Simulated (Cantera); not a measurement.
Input: 1 mol C2H5OH, a varied amount of CO2, 0.58 mol H2, held at 2373.15 K and 100000 Pa.

Cantera equilibrium calculation (NASA polynomials, part measured and part estimated; ideal gas, pure solids and liquids). Candidate condensed phases: C, C6H6, C7H8, C8H18, H2O; 110 gas species. Equilibrium is a limit: real reactors are often held back by kinetics, nucleation or transport.

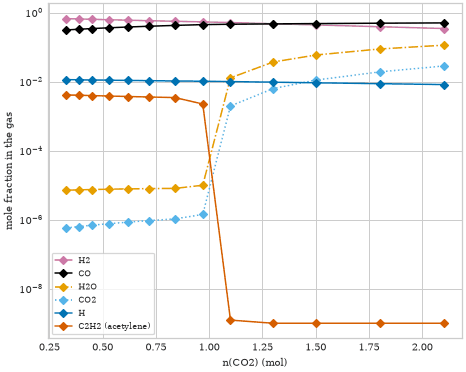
Figure. Equilibrium gas composition (values under 1e-9 drawn at 1e-9)

From 0.33 mol CO2 to 0.84 mol CO2 the condensed part is C(graphite). From 0.97 mol CO2 to 2.1 mol CO2 nothing is condensed. The main C-bearing gas is CO throughout.
